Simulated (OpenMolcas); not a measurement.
## How methods differ on AlBNH4F (SMILES [NH2][AlH][BH]F)

AlBNH4F has 8 atoms, charge 0, and is taken as a singlet. As SMILES, `[NH2][AlH][BH]F`. The shape is that of a PBE0-D4/def2-TZVP optimisation. This is one conformer, not always the lowest.

Quantity: the vertical electron affinity (to the doublet anion), in eV. The values are calculated.

The electron affinity is E(neutral) − E(anion): positive where the electron is bound.

```json
{"level": "BLYP/def2-SVPD", "kind": "GGA", "program": "OpenMolcas", "value (eV)": "0.22", "CPU time (all runs)": "2.9 min"}
{"level": "PBE/def2-SVPD", "kind": "GGA", "program": "OpenMolcas", "value (eV)": "0.44", "CPU time (all runs)": "2.8 min"}
{"level": "revPBE/def2-SVPD", "kind": "GGA", "program": "OpenMolcas", "value (eV)": "0.38", "CPU time (all runs)": "2.7 min"}
{"level": "TPSS/def2-SVPD", "kind": "meta-GGA", "program": "OpenMolcas", "value (eV)": "0.34", "CPU time (all runs)": "3.7 min"}
{"level": "B3LYP/def2-SVPD", "kind": "global hybrid", "program": "OpenMolcas", "value (eV)": "0.34", "CPU time (all runs)": "2.7 min"}
{"level": "BHLYP/def2-SVPD", "kind": "global hybrid", "program": "OpenMolcas", "value (eV)": "0.15", "CPU time (all runs)": "2.4 min"}
{"level": "M06-2X/def2-SVPD", "kind": "hybrid meta-GGA", "program": "OpenMolcas", "value (eV)": "0.25", "CPU time (all runs)": "3.1 min"}
{"level": "PBE0/def2-SVPD", "kind": "global hybrid", "program": "OpenMolcas", "value (eV)": "0.40", "CPU time (all runs)": "2.2 min"}
```

Where it was recorded, the anion's HOMO is positive in every row: a fault of the level (basis or self-interaction), which says nothing on whether the real anion is bound. The values span 0.15 to 0.44 eV. Times are those of the runs behind each value, whatever else they computed, on shared processors of several kinds: orders of magnitude only.

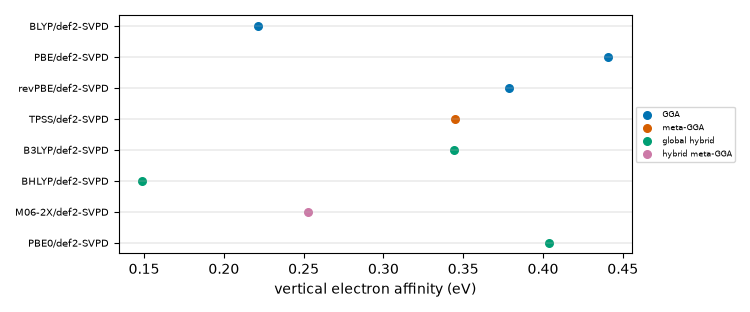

The values of the table, level by level.
